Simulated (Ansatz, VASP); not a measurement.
## Cross-check of TiTe2 between VASP and Ansatz

Aim: how closely do two programs agree when they are given the same cell, functional and k mesh? The cell is invented: As first built, before any earlier steps moved the atoms: it takes the TiS2 structure with some of its atoms replaced by other elements, volume scaled by an estimate. It may not be a known or stable phase. The cell is a member of a volume series, scaled by 0.94 from a relaxed one, so a pressure remains.

Calculated with Ansatz 0.2.0; plane waves, with VASP 6.6.1 beside it; single point at PBEsol.

## (1) The structure

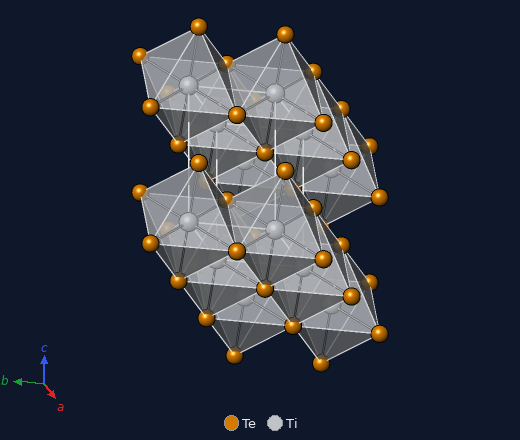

The cell as given, from a free direction (tellurium orange, titanium light grey). 2×1×1 cells are drawn. Some periodic images of atoms are drawn too.

## (2) Ansatz: single point, PBEsol

Ansatz runs on its default PAW (the set named soft_2) files.

A single point gives forces, pressure and levels at one fixed geometry, so differences don't come from the geometry; what else differs is listed under the comparison.

input.yaml

```yaml
crystal:
  lattice:
    - [3.6281704025, 9.9e-09, 0.0]
    - [-1.8140856744, 3.1420881467, 0.0]
    - [0.0, 0.0, 6.2585845482]
  atoms:
    - { symbol: Te, position: [0.33333333, 0.66666667, 0.2687746191] }
    - { symbol: Te, position: [0.66666667, 0.33333333, 0.7312253809] }
    - { symbol: Ti, position: [0.0, 0.0, 0.0] }
hamiltonian:
  xc: pbesol
  pseudopotentials: { kind: paw }
kpoints:
  mp_grid: { grid: [8, 8, 4] }
scf:
  occupations: { method: fermi_dirac, width: 0.05 }
  n_extra_bands: 4
output:
  forces: true
  stress: true
  eigenvalues: true
  write_density: true
  write_potential: true
  elf: true
  volumetric_format: npy
```

Run with:

```
ansatz run input.yaml --threads 2 --pin off --max-ram 4608MiB --backend cpu --events-out ev --progress --plain --runs-dir out
```

Numbers of over 12 decimals in the logs are rounded to 6 here.

The program printed:

```text
Warning: the atoms were moved onto the symmetric positions of the space group found under crystal.symmetry.tolerance 1.0e-5 (fractional; no operation is sought that the atoms, as they stand in a round, miss by more than twice it, and no atom is moved by as much as it), and the run uses the moved positions. Before a round's move an operation carried an atom to 3.63e-8 Å from where it should land, the largest such dist [...]
scf.n_extra_bands = 4 over 22 filled bands (N_el = 44.0): the run solves 26 bands
Engine: ansatz 0.2.0, x86_64-unknown-linux-gnu
Pseudopotentials: kind: paw
Pseudopotential: Te, paw, valence charge 16, recommended cutoff 420 eV (normal), Te.paw.azcp
Pseudopotential: Ti, paw, valence charge 12, recommended cutoff 420 eV (normal), Ti.paw.azcp
Functional definition: PBEsol
  exchange = pbesol_x
  correlation = pbesol_c
Crystal: 3 atoms, lattice volume = 71.348 Å³
Basis set: ecut = 420 eV, 1377 PW (Γ), exchange–correlation on 50×50×90 points (8 copies of the dense FFT grid, shifted against one another)
Bands: 26, of which v1, the nominal top of the filled ones, is band 22 counted from 1 (21 counted from 0)
Symmetry: 12 space group operations
Space group: P-3m1 (ITA 164), of the structure as read, at distance tolerance 4.1e-5 Å
k-points: 35 of 256
Non-local potential: Te, projectors of the file, l = 0: 2, l = 1: 2, l = 2: 2, l = 3: 2
Non-local potential: Ti, projectors of the file, l = 0: 3, l = 1: 2, l = 2: 3, l = 3: 1
PAW form: soft (Blöchl's): semilocal exchange-correlation on the pseudo side does not see the compensation charge
PAW frozen core: Te, regenerated for the run's functional, and the local potential with it (the file was generated under x = pbe(κ = 0.804, μ = 0.219515), c = pbe(β = 0.066725))
PAW frozen core: Ti, regenerated for the run's functional, and the local potential with it (the file was generated under x = pbe(κ = 0.804, μ = 0.219515), c = pbe(β = 0.066725))
PAW one-centre angular grid: Te, 590 points (default); XC on 64 Gauss nodes
PAW one-centre angular grid: Ti, 590 points (default); XC on 64 Gauss nodes
Initial density: superposition of atomic densities (neutral atoms: chi_scale 0, normalization atom), corrected by the library's trained network
Initial wavefunctions: pseudopotential atomic-orbital guess
Functional: x = pbesol(κ = 0.804, μ = 0.123457), c = pbesol(β = 0.046)
SCF iter   1: F=—  HF=-16279.028588 eV  |F-HF|=—  |Δ(HF+E_count)|=         —  Δρ=6.78e-3  dr2=4.82e-2  ethr=1.77e-3  ⟨swp⟩=5.9  Hψ=4023  notcnv=0
preconditioner: auto → Kerker (q_TF=auto, 2.517 Å⁻¹)  [metal: Δε(μ)=0.042 eV  Ē_g=6.528 eV  σ=0.050 eV  W_gap=0.21  n_scr=22 (ndim 8)  ℏωp=17.6 eV  f_vac=0.005  D(μ)=1.29/eV (n_scr^D=2)]
SCF iter   2: F=—  HF=-16279.021846 eV  |F-HF|=—  |Δ(HF+E_count)|=   6.74e-3  Δρ=3.08e-3  dr2=1.02e-2  ethr=1.10e-4  ⟨swp⟩=2.0  Hψ=1318  notcnv=0
SCF iter   3: F=—  HF=-16279.020477 eV  |F-HF|=—  |Δ(HF+E_count)|=   1.37e-3  Δρ=4.05e-4  dr2=1.41e-4  ethr=2.31e-5  ⟨swp⟩=2.1  Hψ=1181  notcnv=0
SCF iter   4: F=—  HF=-16279.020478 eV  |F-HF|=—  |Δ(HF+E_count)|=   9.99e-7  Δρ=1.86e-4  dr2=3.56e-5  ethr=3.21e-7  ⟨swp⟩=2.0  Hψ=1642  notcnv=0
SCF iter   5: F=—  HF=-16279.020454 eV  |F-HF|=—  |Δ(HF+E_count)|=   2.33e-5  Δρ=6.85e-5  dr2=4.93e-6  ethr=8.08e-8  ⟨swp⟩=2.3  Hψ=1336  notcnv=0
SCF iter   6: F=—  HF=-16279.020454 eV  |F-HF|=—  |Δ(HF+E_count)|=   7.23e-8  Δρ=1.56e-5  dr2=3.11e-7  ethr=1.12e-8  ⟨swp⟩=3.0  Hψ=1571  notcnv=0
SCF iter   7: F=-16279.020454 eV  HF=-16279.020454 eV  |F-HF|=6.52e-9  |Δ(HF+E_count)|=   3.59e-8  Δρ=3.56e-6  dr2=2.37e-8  ethr=2.27e-10  ⟨swp⟩=9.3  Hψ=5955  notcnv=0
SCF 1 converged in 7 iterations: F = -16279.020454 eV  dr2 = 2.37e-8
  greatest PAW one-centre occupation: 0.999 electrons in one spin orbital (limit 2), on the Ti atom at site 2 (counted from 0), in its partial waves of l = 0
SCF converged after 7 iterations
Free energy (F): -16279.020454 eV
Harris-Foulkes:  -16279.020454 eV  (|F-HF|=6.52e-9)
Internal energy: -16279.009071 eV  (E = F + TS)
E sigma→0 (E₀):  -16279.014763 eV
Entropy (-TS):   -0.011383 eV (-3.794 meV/atom)
Fermi energy:    12.029904 eV
--- Per-component energies (eV) ---
  E_band       = -593.553605
  E_kinetic    = 639.380786
  E_local      = -3107.715056  (includes V_loc(G=0)·N_el)
  E_nonlocal   = -605.411200
  E_hartree    = 1873.185561
  E_xc         = -346.514313
  E_vxc        = -333.956669  (∫ρ·V_xc dr)
  E_paw        = -10192.828145  (= ΣΔE_a)
  E_vpaw       = -932.225515  (= ΣTr[D̂ρ^β])
  E_aug_tail   = -0.000296  (compensation charges beyond the density's cutoff)
  E_ewald      = -4539.995422
  E_core_change = 0.889015  (= ΣΔE_core)
  E_smearing   = -0.011383  (= −TS)
  E_closure    = 0.000000  (closes the sum)
  Σ components = -16279.020454   (vs F -16279.020454, Δ=0.00e0)
--- Forces (eV/Å), atoms counted from 1 ---
  atom   1  Te    -0.00000000    -0.00000000     0.54653425
  atom   2  Te     0.00000000     0.00000000    -0.54653425
  atom   3  Ti    -0.00000000    -0.00000000     0.00000000
  max |Σ_I F_I| component: 1.16e-18 eV/Å
--- Stress (GPa, compression-positive) ---
        4.925239      -0.000000      -0.000000
        0.000000       4.925239      -0.000000
       -0.000000      -0.000000       5.471172
  P = ⅓ Tr σ = 5.1072 GPa (51.072 kbar)
--- Band table (eV; the first three rows and the last of 35) ---
  k-point 0: bands = [... 18 lower, 10.3311, 12.2698, 12.5025, 12.5025, 12.9069, 13.5053, 13.5053, 15.4814]
  k-point 1: bands = [... 18 lower, 10.3775, 10.8811, 12.4938, 12.4938, 13.2113, 13.2620, 13.2620, 15.8047]
  k-point 2: bands = [... 18 lower, 10.4273, 10.4273, 12.4861, 12.4861, 13.0538, 13.0538, 13.2970, 16.1076]
  k-point 34: bands = [... 18 lower, 8.5102, 8.5748, 10.0933, 10.4340, 12.7655, 13.2608, 13.4322, 15.0264]
```

Run time: 1.4 s. Hardware: 2 threads of AMD EPYC 9R14 (Zen 4), shared host; peak memory 0.45 GiB.

The run ends at a pressure of 5.11 GPa, with forces up to 0.55 eV/Å.

## (3) VASP: single point, PBEsol

The same cell, functional, mesh and smearing now go to VASP, with its own data sets and cutoff.

Lines of VASP's logs that name or quote its potential files are left out, and so is its time.

INCAR

```
SYSTEM = TiTe2
PREC = Accurate
ENCUT = 400
EDIFF = 1E-06
NELM = 100
ISMEAR = -1
SIGMA = 0.05
LREAL = .FALSE.
ALGO = Normal
GGA = PS
NBANDS = 18
LORBIT = 11
LWAVE = .FALSE.
LCHARG = .FALSE.
ISIF = 2
```

POSCAR

```
TiTe2
1.0
    3.6281704025      0.0000000099      0.0000000000
   -1.8140856744      3.1420881467      0.0000000000
    0.0000000000      0.0000000000      6.2585845482
Te Ti
2 1
Direct
    0.3333333300      0.6666666700      0.2687746191
    0.6666666700      0.3333333300      0.7312253809
    0.0000000000      0.0000000000      0.0000000000
```

KPOINTS

```
Automatic mesh
0
Gamma
8 8 4
0 0 0
```

Potentials, in the order of the species: Te and Ti_sv (PBE family, release 64).

Run with:

```
mpirun -np 1 vasp_std
```

The program printed:

```text
[banner, memory and clock lines left out]
running    1 mpi-ranks, on    1 nodes
 distrk:  each k-point on    1 cores,    1 groups
 distr:  one band on    1 cores,    1 groups

 POSCAR found type information on POSCAR TeTi
 POSCAR found :  2 types and       3 ions
|                                                                             |
|               ----> ADVICE to this user running VASP <----                  |
|                                                                             |
|     You enforced a specific xc type in the INCAR file but a different       |
|     [... a line on the potential file left out ...]
|     I HOPE YOU KNOW WHAT YOU ARE DOING!                                     |
|                                                                             |

 LDA part: xc-table for (Slater+PW92), standard interpolation
 POSCAR, INCAR and KPOINTS ok, starting setup
 FFT: planning ... GRIDC
 FFT: planning ... GRID_SOFT
 FFT: planning ... GRID
 WAVECAR not read
 entering main loop
       N       E                     dE             d eps       ncg     rms          rms(c)
DAV:   1     0.156540784343E+03    0.15654E+03   -0.94597E+03  1260   0.105E+03
DAV:   2    -0.586415178164E+01   -0.16240E+03   -0.15909E+03  1370   0.285E+02
DAV:   3    -0.188850712896E+02   -0.13021E+02   -0.12778E+02  1940   0.783E+01
DAV:   4    -0.192839992961E+02   -0.39893E+00   -0.39798E+00  1572   0.126E+01
DAV:   5    -0.192990273172E+02   -0.15028E-01   -0.15024E-01  1944   0.235E+00    0.133E+01
DAV:   6    -0.188784449463E+02    0.42058E+00   -0.26520E+01  1490   0.368E+01    0.106E+01
DAV:   7    -0.176512905274E+02    0.12272E+01   -0.16959E+01  1572   0.270E+01    0.495E+00
DAV:   8    -0.174713277640E+02    0.17996E+00   -0.10943E+00  1478   0.818E+00    0.158E+00
DAV:   9    -0.174764818887E+02   -0.51541E-02   -0.75995E-02  1708   0.178E+00    0.107E+00
DAV:  10    -0.174728428039E+02    0.36391E-02   -0.65733E-02  1486   0.210E+00    0.483E-01
DAV:  11    -0.174722307781E+02    0.61203E-03   -0.14022E-02  1472   0.937E-01    0.267E-01
DAV:  12    -0.174719208111E+02    0.30997E-03   -0.28074E-03  1482   0.390E-01    0.972E-02
DAV:  13    -0.174719025227E+02    0.18288E-04   -0.89976E-05  1476   0.796E-02    0.224E-02
DAV:  14    -0.174719014516E+02    0.10711E-05   -0.51258E-06  1496   0.164E-02    0.120E-02
DAV:  15    -0.174719001463E+02    0.13052E-05   -0.32271E-06  1102   0.148E-02    0.342E-03
DAV:  16    -0.174719000829E+02    0.63486E-07   -0.20497E-07   738   0.332E-03
   1 F= -.17471900E+02 E0= -.17466152E+02  d E =-.114965E-01
```

Parts of OUTCAR (step 3):

```text
ion  position               nearest neighbor table
   1  0.333  0.667  0.269-   3 2.69   3 2.69   3 2.69   2 3.57   2 3.57   2 3.57
   2  0.667  0.333  0.731-   3 2.69   3 2.69   3 2.69   1 3.57   1 3.57   1 3.57
   3  0.000  0.000  0.000-   2 2.69   1 2.69   2 2.69   1 2.69   2 2.69   1 2.69

  LATTYP: Found a hexagonal cell.
 ALAT       =     3.6281704025
 C/A-ratio  =     1.7249974102

 Subroutine GETGRP returns: Found 12 space group operations
 (whereof 12 operations were pure point group operations)

The static configuration has the point symmetry D_3d.

 Found     35 irreducible k-points:

   k-points           NKPTS =     35   k-points in BZ     NKDIM =     35   number of bands    NBANDS=     18

   dimension x,y,z NGX =    24 NGY =   24 NGZ =   42
   dimension x,y,z NGXF=    48 NGYF=   48 NGZF=   84

   ENCUT  =  400.0 eV  29.40 Ry    5.42 a.u.   5.92  5.92 10.21*2*pi/ulx,y,z

   NELECT =      24.0000    total number of electrons

 k-points in reciprocal lattice and weights: Automatic mesh
   0.00000000  0.00000000  0.00000000       0.004
   0.12500000  0.00000000  0.00000000       0.023
   0.25000000  0.00000000  0.00000000       0.023
   0.37500000  0.00000000  0.00000000       0.023
   0.50000000  0.00000000  0.00000000       0.012
   0.12500000  0.12500000  0.00000000       0.023
   0.25000000  0.12500000  0.00000000       0.047
   0.37500000  0.12500000  0.00000000       0.047
   0.25000000  0.25000000  0.00000000       0.023
[...]
0.25000000  0.25000000  0.50000000       0.023
   0.37500000  0.25000000  0.50000000       0.023

 average (electrostatic) potential at core
       1 -85.8766       2 -85.8766       3 -72.7925

 E-fermi :   8.1541

 k-point     1 :       0.0000    0.0000    0.0000
  band No.  band energies     occupation
    ...
      5      -4.9609      2.00000
      6      -3.0658      2.00000
      7       2.2240      2.00000
      8       6.4516      2.00000
      9       6.4516      2.00000
     10       8.3897      0.01782
     11       8.6197      0.00018
     12       8.6197      0.00018
     13       9.0443      0.00000
     14       9.6380      0.00000
    ...

 k-point     2 :       0.1250    0.0000    0.0000
  band No.  band energies     occupation
    ...
      7       2.4628      2.00000
      8       5.9516      2.00000
      9       6.4804      2.00000
     10       7.5729      1.99998
     11       8.1760      0.78473
     12       8.3947      0.01612
     13       8.7760      0.00001
     14       9.3930      0.00000
     15       9.7297      0.00000
     16      11.2747      0.00000
    ...

 k-point     3 :       0.2500    0.0000    0.0000
  band No.  band energies     occupation
    ...
      8       4.7873      2.00000
      9       5.6740      2.00000
     10       6.4992      2.00000
     11       7.5216      1.99999
     12       7.5715      1.99998
     13       8.3258      0.06252
     14       9.5080      0.00000
     15       9.6182      0.00000
     16      11.5932      0.00000
     17      11.8132      0.00000
    ...

  Total        2.1579919      2.1579925      2.4006765     -0.0000003     -0.0000000      0.0000000
  in kB       48.4594215     48.4594342     53.9090971     -0.0000072     -0.0000000      0.0000000
  external PRESSURE =      50.2759843 kB  Pullay stress =       0.0000000 kB

  energy-cutoff  :      400.00
  volume of cell :       71.35
      direct lattice vectors                 reciprocal lattice vectors
     3.628170402  0.000000010  0.000000000     0.275621012  0.159129886  0.000000000
    -1.814085674  3.142088147  0.000000000    -0.000000001  0.318259690  0.000000000
     0.000000000  0.000000000  6.258584548     0.000000000  0.000000000  0.159780537

 POSITION                                       TOTAL-FORCE (eV/Angst)
 -----------------------------------------------------------------------------------
     -0.00000      2.09473      1.68215        -0.000000      0.000000      0.570602
      1.81409      1.04736      4.57644         0.000000     -0.000000     -0.570602
      0.00000      0.00000      0.00000        -0.000000      0.000000      0.000000
 -----------------------------------------------------------------------------------
    total drift:                                0.000000     -0.000000      0.000000

  FREE ENERGIE OF THE ION-ELECTRON SYSTEM (eV)
  ---------------------------------------------------
  free  energy   TOTEN  =       -17.4719000829 eV

  energy  without entropy=      -17.4604035794  energy(sigma->0) =      -17.46615183

 total charge
# of ion       s       p       d       tot
------------------------------------------
    1        1.385   2.018   0.052   3.454
    2        1.385   2.018   0.052   3.454
    3        2.177   6.148   1.977  10.302
--------------------------------------------------
tot          4.946  10.184   2.081  17.211

[... 3 further parts left out ...]
```

The run ends at a pressure of 5.03 GPa, with forces up to 0.57 eV/Å.

## (4) Differences

Known differences besides the PAW data sets themselves: the data sets hold 44 valence electrons in Ansatz (default PAW (the set named soft_2) files) and 24 in VASP; the cutoff is 420 eV in Ansatz and 400 eV in VASP; Ansatz makes its cores anew for this functional, VASP keeps those of its PBE data sets; VASP leaves aspherical gradient terms in its spheres out (LASPH is not set), Ansatz keeps them. Total energies have different zeros and are not compared.

The two programs side by side:

```
      quantity  Ansatz  VASP  difference
pressure (GPa)    5.11  5.03       +0.08
```

Forces (eV/Å; atoms numbered as in POSCAR):

```
atom        Ansatz x, y, z          VASP x, y, z
 Te1   0.000, 0.000, 0.547   0.000, 0.000, 0.571
 Te2  0.000, 0.000, -0.547  0.000, 0.000, -0.571
 Ti3   0.000, 0.000, 0.000   0.000, 0.000, 0.000
```

The forces differ by 11 meV/Å r.m.s., which is 4.2 % of the r.m.s. force of 0.27 eV/Å (both taken over all components). Ansatz's pressure holds a Pulay correction of 0.03 GPa; VASP's holds none.

## (5) VASP: single point, PBEsol

A single point gives forces, pressure and levels at one fixed geometry, so differences don't come from the geometry; what else differs is listed under the comparison. The cell compared in this pair holds 72.87 Å³, against 71.35 Å³ for the pair before.

INCAR is that of step 3.

POSCAR

```
TiTe2
1.0
    3.6537217401      0.0000000100      0.0000000000
   -1.8268613465      3.1642162571      0.0000000000
    0.0000000000      0.0000000000      6.3026605395
Te Ti
2 1
Direct
    0.3333333300      0.6666666700      0.2687746191
    0.6666666700      0.3333333300      0.7312253809
    0.0000000000      0.0000000000      0.0000000000
```

KPOINTS is that of step 3.

Run with:

```
mpirun -np 1 vasp_std
```

The program printed:

```text
[banner, memory and clock lines left out]
running    1 mpi-ranks, on    1 nodes
[...]
[... a notice as in an earlier step ...]

 LDA part: xc-table for (Slater+PW92), standard interpolation
 POSCAR, INCAR and KPOINTS ok, starting setup
[...]
entering main loop
       N       E                     dE             d eps       ncg     rms          rms(c)
DAV:   1     0.162106199764E+03    0.16211E+03   -0.94804E+03  1260   0.104E+03
DAV:   2    -0.559203817269E+01   -0.16770E+03   -0.16432E+03  1410   0.288E+02
DAV:   3    -0.189827945135E+02   -0.13391E+02   -0.12878E+02  1870   0.785E+01
DAV:   4    -0.194292738399E+02   -0.44648E+00   -0.44532E+00  1602   0.134E+01
[...]
DAV:  14    -0.175122236871E+02    0.10383E-05   -0.77254E-06  1546   0.200E-02    0.142E-02
DAV:  15    -0.175122220196E+02    0.16675E-05   -0.36438E-06  1142   0.155E-02    0.538E-03
DAV:  16    -0.175122218126E+02    0.20703E-06   -0.55703E-07   736   0.516E-03
   1 F= -.17512222E+02 E0= -.17506446E+02  d E =-.115525E-01
```

Parts of OUTCAR (step 5):

```text
  Total        1.3893434      1.3893437      1.5492469     -0.0000002      0.0000000      0.0000000
  in kB       30.5488337     30.5488417     34.0647877     -0.0000045      0.0000000      0.0000000
  external PRESSURE =      31.7208210 kB  Pullay stress =       0.0000000 kB

 POSITION                                       TOTAL-FORCE (eV/Angst)
 -----------------------------------------------------------------------------------
     -0.00000      2.10948      1.69400         0.000000      0.000000      0.368823
      1.82686      1.05474      4.60867         0.000000     -0.000000     -0.368823
      0.00000      0.00000      0.00000        -0.000000     -0.000000      0.000000
 -----------------------------------------------------------------------------------
    total drift:                                0.000000     -0.000000      0.000000

  FREE ENERGIE OF THE ION-ELECTRON SYSTEM (eV)
  ---------------------------------------------------
  free  energy   TOTEN  =       -17.5122218126 eV

  energy  without entropy=      -17.5006692657  energy(sigma->0) =      -17.50644554

[... 1 part as in an earlier step ...]

[... 2 further parts left out ...]
[key lines of the parts left out:]
E-fermi :   7.8795
```

The run ends at a pressure of 3.17 GPa, with forces up to 0.37 eV/Å.

(Continued in part 2 of 2.)

[Lines on the potential files, build, host, timing and source positions are cut from VASP's logs without a mark.]

[Logs are printed without paths, hosts, clocks, repeated set-up lines and the standing remarks that a program may print on its own settings, such as how far it seeks lower states.]

[Hosts, paths, dates, database ids (printed as entryN), source tags and the programs' standing remarks are cut or masked in the printed files.]
